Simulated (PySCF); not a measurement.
Geometry relaxation, with input and output: C3H7Cl

C3H7Cl (Propane, 2-chloro-), SMILES CC(C)Cl, computed with PBE0-D3(BJ)/def2-TZVP geometry optimisation, gas phase (PySCF 2.14.0).

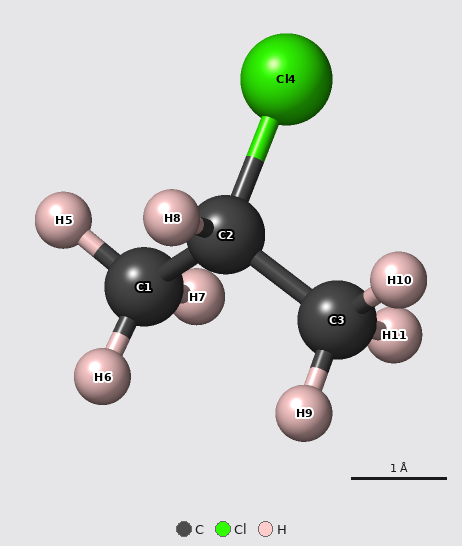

Fig. 1: The input geometry (ball-and-stick view, seen at a tilt; atoms are numbered from 1 in the order of the input). Bond lengths as drawn: C–C 1.50 Å, C–Cl 1.81 Å and C–H 1.07 to 1.12 Å.

### Input
```
{"job": {"xc": "PBE0", "basis": "def2-TZVP", "d3": "d3bj", "grid": 2, "shake": 0.01, "kind": "geom"}, "charge": 0, "multiplicity": 1}
C     -1.257190    -0.120490    -0.171110
C      0.087580     0.549080    -0.114420
C      1.139070    -0.385260     0.417630
Cl     0.596290     1.076400    -1.773860
H     -2.014420     0.586920    -0.596530
H     -1.595270    -0.377900     0.823650
H     -1.238280    -0.985470    -0.801100
H      0.072000     1.478210     0.473320
H      0.914930    -0.654010     1.469830
H      2.131820     0.094900     0.426480
H      1.201580    -1.288220    -0.169550
```

The first line tells a small driver script what to run in PySCF; the rest is the geometry in Å.

Launch command:
```bash
OMP_NUM_THREADS=1 python <driver script> task.json out
```

### Output
```
step   0  E = -578.50392291  max force = 0.033629
step   1  E = -578.50519695  max force = 0.006483
step   2  E = -578.50576915  max force = 0.001979
step   3  E = -578.50585763  max force = 0.000637
step   4  E = -578.50593753  max force = 0.001045
step   5  E = -578.50599629  max force = 0.001443
step   6  E = -578.50602279  max force = 0.000920
step   7  E = -578.50602698  max force = 0.000270
optimisation converged
```

### Trajectory as extended XYZ (Å, eV, eV/Å), 8 frames, from step=0 to step=7
```
11
Properties=species:S:1:pos:R:3:forces:R:3 step=0 energy=-15741.89356
C    -1.2572   -0.1205   -0.1711   -0.9330   1.7293  -0.4673
C     0.0876    0.5491   -0.1144    0.3407  -0.0103   0.0157
C     1.1391   -0.3853    0.4176    0.6764   0.4729   0.9412
Cl    0.5963    1.0764   -1.7739   -0.1741  -0.0137   0.1357
H    -2.0144    0.5869   -0.5965    0.5203  -0.5762   0.3011
H    -1.5953   -0.3779    0.8236   -0.0049  -0.2136   0.3511
H    -1.2383   -0.9855   -0.8011    0.0812  -0.6520  -0.3238
H     0.0720    1.4782    0.4733   -0.1316  -0.2641  -0.1761
H     0.9149   -0.6540    1.4698   -0.0342   0.0485  -0.4653
H     2.1318    0.0949    0.4265   -0.3199  -0.1746  -0.0792
H     1.2016   -1.2882   -0.1696   -0.0209  -0.3463  -0.2332
11
Properties=species:S:1:pos:R:3:forces:R:3 step=1 energy=-15741.92823
C    -1.1789    0.1532   -0.5037    0.1891  -0.0938   0.1130
C     0.2085    0.5156   -0.0197    0.0691   0.0170  -0.0563
C     0.9366   -0.6267    0.6483    0.0848   0.0354  -0.1515
Cl    1.1908    1.1367   -1.4066   -0.0636  -0.0417   0.1230
H    -1.6056    0.9991   -1.0385   -0.1874  -0.0180  -0.0005
H    -1.8005   -0.0910    0.3698    0.0293   0.0543  -0.2255
H    -1.1519   -0.7123   -1.1723   -0.0052   0.0622   0.0392
H     0.1278    1.3611    0.6637    0.0997   0.0697  -0.0028
H     0.2783   -1.0408    1.4041   -0.1035  -0.1369   0.3334
H     1.8717   -0.3143    1.1255   -0.1517  -0.0005  -0.1499
H     1.1502   -1.4233   -0.0678    0.0395   0.0523  -0.0221
11
Properties=species:S:1:pos:R:3:forces:R:3 step=2 energy=-15741.94380
C    -1.1757    0.1568   -0.5067    0.1018   0.0177   0.0113
C     0.2081    0.5195   -0.0126   -0.0855   0.0300  -0.0126
C     0.9282   -0.6294    0.6511   -0.0854  -0.0737   0.0261
Cl    1.1950    1.1299   -1.3934    0.0155  -0.0142   0.0177
H    -1.6279    0.9909   -1.0433   -0.0315  -0.0050   0.0155
H    -1.8082   -0.0963    0.3487   -0.0180  -0.0094  -0.0142
H    -1.1366   -0.7056   -1.1753    0.0128   0.0050  -0.0098
H     0.1463    1.3699    0.6687    0.0014  -0.0033  -0.0105
H     0.2942   -1.0478    1.4404    0.0480   0.0442  -0.0014
H     1.8694   -0.3082    1.0954    0.0414   0.0019  -0.0187
H     1.1342   -1.4224   -0.0705   -0.0005   0.0069  -0.0034
11
Properties=species:S:1:pos:R:3:forces:R:3 step=3 energy=-15741.94621
C    -1.1737    0.1577   -0.5081    0.0215   0.0097  -0.0238
C     0.2053    0.5219   -0.0092   -0.0328   0.0084   0.0119
C     0.9240   -0.6298    0.6526   -0.0228  -0.0233   0.0304
Cl    1.1986    1.1265   -1.3866    0.0210   0.0056  -0.0124
H    -1.6357    0.9894   -1.0405    0.0044   0.0052   0.0103
H    -1.8109   -0.1068    0.3397   -0.0059  -0.0193   0.0188
H    -1.1245   -0.6997   -1.1823    0.0014   0.0004  -0.0152
H     0.1480    1.3729    0.6714   -0.0200  -0.0066  -0.0013
H     0.3036   -1.0386    1.4567    0.0208   0.0320  -0.0090
H     1.8751   -0.3104    1.0780    0.0290  -0.0046  -0.0120
H     1.1174   -1.4259   -0.0690   -0.0167  -0.0074   0.0023
11
Properties=species:S:1:pos:R:3:forces:R:3 step=4 energy=-15741.94838
C    -1.1711    0.1572   -0.5121   -0.0537  -0.0056  -0.0376
C     0.2022    0.5240   -0.0058    0.0415  -0.0205   0.0244
C     0.9200   -0.6296    0.6562    0.0349   0.0345   0.0083
Cl    1.2029    1.1262   -1.3795    0.0107   0.0132  -0.0150
H    -1.6431    0.9911   -1.0325    0.0233   0.0106   0.0062
H    -1.8101   -0.1279    0.3281    0.0110  -0.0171   0.0232
H    -1.1111   -0.6890   -1.1998   -0.0040   0.0041  -0.0097
H     0.1455    1.3746    0.6751   -0.0321  -0.0029   0.0025
H     0.3166   -1.0181    1.4816   -0.0071   0.0094  -0.0045
H     1.8864   -0.3161    1.0524    0.0027  -0.0061  -0.0072
H     1.0888   -1.4352   -0.0609   -0.0272  -0.0197   0.0094
11
Properties=species:S:1:pos:R:3:forces:R:3 step=5 energy=-15741.94998
C    -1.1688    0.1556   -0.5174   -0.0729  -0.0141  -0.0281
C     0.2005    0.5243   -0.0037    0.0742  -0.0262   0.0144
C     0.9179   -0.6287    0.6602    0.0474   0.0534  -0.0125
Cl    1.2066    1.1293   -1.3737   -0.0021   0.0103  -0.0058
H    -1.6483    0.9957   -1.0206    0.0217   0.0093   0.0034
H    -1.8054   -0.1533    0.3167    0.0158  -0.0082   0.0132
H    -1.1009   -0.6757   -1.2225   -0.0039   0.0054  -0.0033
H     0.1394    1.3740    0.6776   -0.0263   0.0009   0.0040
H     0.3297   -0.9924    1.5068   -0.0175  -0.0084   0.0035
H     1.8988   -0.3230    1.0263   -0.0124  -0.0038  -0.0005
H     1.0573   -1.4486   -0.0471   -0.0239  -0.0187   0.0117
11
Properties=species:S:1:pos:R:3:forces:R:3 step=6 energy=-15741.95070
C    -1.1677    0.1538   -0.5215   -0.0379  -0.0104  -0.0078
C     0.2010    0.5233   -0.0040    0.0473  -0.0107  -0.0019
C     0.9181   -0.6277    0.6626    0.0222   0.0308  -0.0131
Cl    1.2081    1.1337   -1.3714   -0.0073   0.0009   0.0042
H    -1.6501    1.0003   -1.0107    0.0078   0.0038   0.0012
H    -1.7996   -0.1710    0.3105    0.0085  -0.0006   0.0017
H    -1.0972   -0.6661   -1.2394   -0.0011   0.0035  -0.0001
H     0.1337    1.3722    0.6780   -0.0100   0.0016   0.0024
H     0.3369   -0.9744    1.5214   -0.0103  -0.0093   0.0046
H     1.9067   -0.3276    1.0117   -0.0097  -0.0010   0.0026
H     1.0372   -1.4593   -0.0347   -0.0097  -0.0085   0.0061
11
Properties=species:S:1:pos:R:3:forces:R:3 step=7 energy=-15741.95082
C    -1.1678    0.1532   -0.5223   -0.0074  -0.0035   0.0010
C     0.2021    0.5226   -0.0050    0.0139   0.0002  -0.0056
C     0.9188   -0.6272    0.6628    0.0024   0.0074  -0.0036
Cl    1.2078    1.1352   -1.3719   -0.0039  -0.0028   0.0042
H    -1.6498    1.0019   -1.0078    0.0002   0.0007   0.0005
H    -1.7973   -0.1743    0.3103    0.0017   0.0004  -0.0011
H    -1.0981   -0.6642   -1.2430    0.0002   0.0014  -0.0003
H     0.1322    1.3712    0.6773   -0.0013   0.0005   0.0007
H     0.3368   -0.9712    1.5225   -0.0021  -0.0030   0.0016
H     1.9077   -0.3281    1.0112   -0.0025   0.0001   0.0014
H     1.0347   -1.4619   -0.0315   -0.0011  -0.0013   0.0012
```

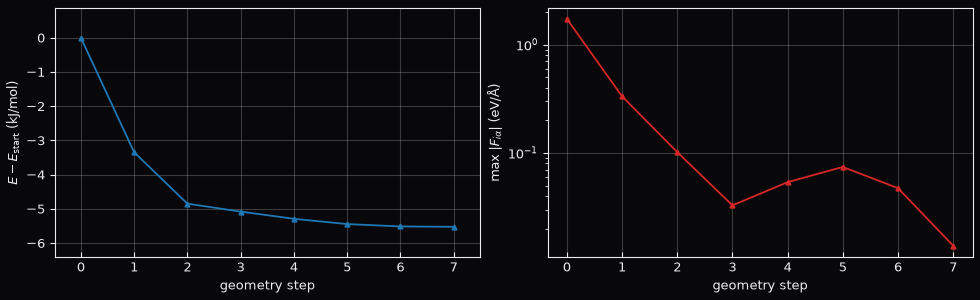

Fig. 2: Progress of the relaxation, step by step (steps are counted from 0).

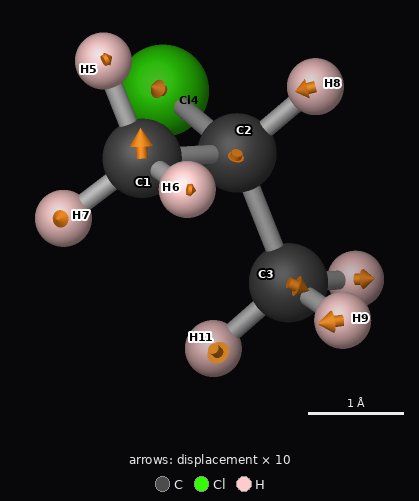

Fig. 3: The starting structure with the displacements as orange arrows, magnified 10 times (ball-and-stick view, seen at a tilt). The two geometries are laid on each other by the best rigid fit. C1 moves most after the best rigid fit: 0.032 Å. By element the largest moves are C 0.032 Å, H 0.031 Å, Cl 0.020 Å. Among the contacts that change: C1–H5 1.120 → 1.090 Å, C1–H7 1.070 → 1.092 Å, C3–H9 1.109 → 1.094 Å, C1–H6 1.082 → 1.094 Å. Among the angles that change: H6–C1–H7 110.8° → 108.4°, C1–C2–H8 112.6° → 110.3°, H9–C3–H10 106.3° → 108.5°. Over 7 geometry steps the energy falls by 5.52 kJ/mol. Largest force component: 1.7 eV/Å at the start, 0.014 eV/Å at the end. (Atoms are counted from 1 in the order of the input.)

### Summary

```json
{"quantity": "outcome", "value": "converged"}
{"quantity": "total energy", "value": "−578.506027 hartree"}
{"quantity": "dipole moment", "value": "2.16 D"}
{"quantity": "point group", "value": "Cs"}
{"quantity": "hardware", "value": "1 CPU thread, shared host"}
{"quantity": "wall time", "value": "76 s"}
{"quantity": "peak memory", "value": "0.77 GiB"}
```
